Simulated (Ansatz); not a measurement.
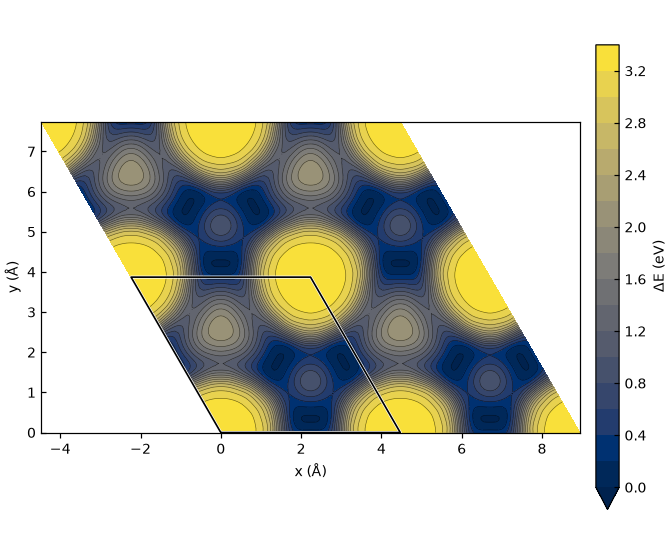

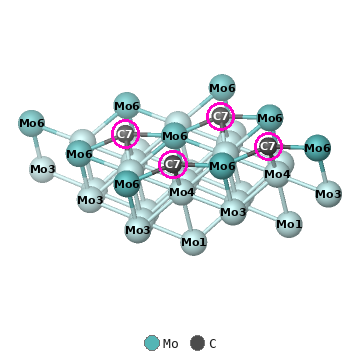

Energy landscape of C on a Mo(111) slab cut from the Im-3m phase, its upper half relaxed before the scan (6 atoms of substrate and one adsorbate in a 1 × 1 cell). C is moved over the surface cell; relaxed at each place: the height of the adsorbate's atoms; substrate rigid; the origin of the map has the adsorbate above Mo6. Places are given modulo a cell vector. The map is drawn in real space over the plane of the surface. The scan uses a 9 × 9 grid; 19 points were computed and 62 follow by symmetry. Energies are in eV, from the lowest grid point. With one adsorbate in each 1 × 1 cell, its nearest image is 4.5 Å away, so neighbouring adsorbates interact. Theory: DFT PBE, scalar-relativistic, plane waves, PAW (Ansatz). Settings: cutoff 420 eV, k-mesh 6×6×1, gaussian smearing 0.1 eV, no spin polarisation.

The picture shows filled contours, the outline of one cell of the 2 × 2 shown. Between grid points the surface is interpolated. The second picture is the structure at the lowest point; rings mark the moved atoms.

**Summarise what can be read from the map.**

The lowest grid point is at (5/9, 1/9) of the cell vectors [nearest 1 Mo at 2.06 Å]; the map holds 3 wells of about this depth. No other kind of well shows on this grid. The highest grid point, the top site over a surface Mo atom, (0/9, 0/9) of the cell vectors, lies 3.36 eV above the lowest. On the interpolated surface the easiest way out of the lowest well to a well of about the same depth near (5/9, 4/9) of the cell vectors [nearest 1 Mo at 2.06 Å] passes a barrier of about 0.42 eV, counted from the interpolated bottom of the well. At the lowest point the adsorbate has 1 Mo at 2.06 Å as nearest neighbours, at the highest 1 Mo at 1.75 Å. Its relaxed height above the top atom is 0.34 Å at the lowest and 1.75 Å at the highest point.

The values on the grid:

| second ↓, first → | 0/9 | 1/9 | 2/9 | 3/9 | 4/9 | 5/9 | 6/9 | 7/9 | 8/9 |
| --- | --- | --- | --- | --- | --- | --- | --- | --- | --- |
| 8/9 | 3.34 | 3.20 | 2.27 | 0.93 | 1.16 | 0.93 | 2.27 | 3.20 | 3.34 |
| 7/9 | 3.08 | 2.27 | 1.20 | 1.75 | 1.75 | 1.20 | 2.27 | 3.08 | 3.23 |
| 6/9 | 1.49 | 0.93 | 1.75 | 2.15 | 1.75 | 0.93 | 1.49 | 2.45 | 2.45 |
| 5/9 | 0.30 | 1.16 | 1.75 | 1.75 | 1.16 | 0.30 | 0.34 | 0.76 | 0.34 |
| 4/9 | 0.30 | 0.93 | 1.20 | 0.93 | 0.30 | 0.00 | 0.47 | 0.47 | 0.00 |
| 3/9 | 1.49 | 2.27 | 2.27 | 1.49 | 0.34 | 0.47 | 0.96 | 0.47 | 0.34 |
| 2/9 | 3.08 | 3.20 | 3.08 | 2.45 | 0.76 | 0.47 | 0.47 | 0.76 | 2.45 |
| 1/9 | 3.34 | 3.34 | 3.23 | 2.45 | 0.34 | 0.00 | 0.34 | 2.45 | 3.23 |
| 0/9 | 3.36 | 3.34 | 3.08 | 1.49 | 0.30 | 0.30 | 1.49 | 3.08 | 3.34 |

Time for the 19 points that were run: 43 min on 1 thread of Arm Neoverse V1, on a shared host.

PAW datasets: the set soft_1.
